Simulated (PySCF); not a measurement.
C$_{3}$H$_{8}$FNSi (SMILES C=C(CF)[SiH2]N)

```yaml
atoms:
  - { symbol: C, position_ang: [-0.7119, 1.5064, -0.0908] }
  - { symbol: C, position_ang: [-0.5960, 0.1872, -0.0792] }
  - { symbol: C, position_ang: [-1.8030, -0.6676, -0.3103] }
  - { symbol: F, position_ang: [-1.7313, -1.8477, 0.3966] }
  - { symbol: Si, position_ang: [1.0271, -0.7588, 0.1571] }
  - { symbol: N, position_ang: [2.2743, 0.4317, 0.1806] }
  - { symbol: H, position_ang: [-1.6605, 2.0047, -0.2352] }
  - { symbol: H, position_ang: [0.1457, 2.1457, 0.0242] }
  - { symbol: H, position_ang: [-1.8668, -0.9540, -1.3682] }
  - { symbol: H, position_ang: [-2.7344, -0.1761, -0.0077] }
  - { symbol: H, position_ang: [1.3070, -1.5769, -1.0246] }
  - { symbol: H, position_ang: [0.9120, -1.5935, 1.3603] }
  - { symbol: H, position_ang: [2.2106, 1.1883, 0.8426] }
  - { symbol: H, position_ang: [3.2266, 0.1100, 0.1324] }
```

Geometry: GFN2-xTB.

Computed with PBE0/pcSseg-1, SCF density, gas phase, non-relativistic in PySCF 2.14.0.

Q: What can the converged electron density and electron localisation function tell about the bonding?

A: C–C (1.32 Å): the density is about 2.3 e/Å³ at the midpoint; the ELF peaks at about 0.90 between the atoms: a multiple bond.
Si–N (1.72 Å): the density is about 1.1 e/Å³ at the midpoint; the ELF peaks at about 0.90 between the atoms: a polar covalent bond.
C–Si (1.89 Å): ρ at the midpoint is about 0.93 e/Å³; the ELF peaks at about 0.95 between the atoms, as expected for a shared electron pair.
C–C (1.50 Å): ρ is about 1.8 e/Å³ halfway; the ELF peaks at about 0.95 between the atoms, as expected for a shared electron pair.

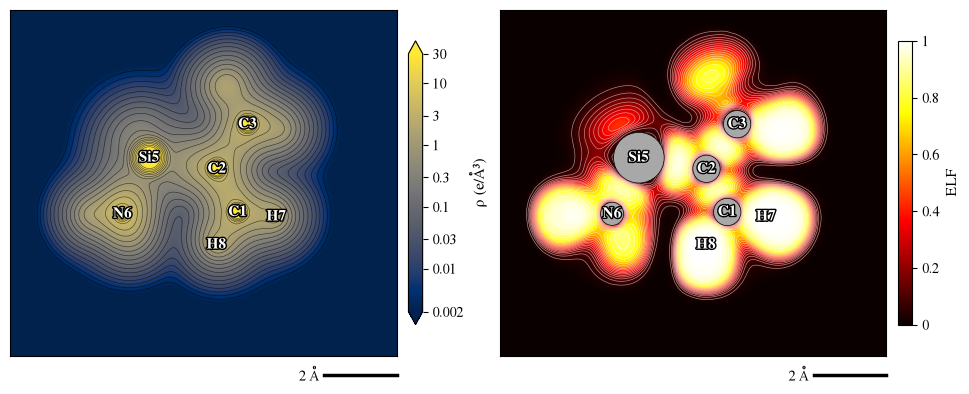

Computed electron density and electron localisation function on the plane of atoms C2, C1 and H8, in this order. Grey discs cover the atomic cores in the ELF map. 
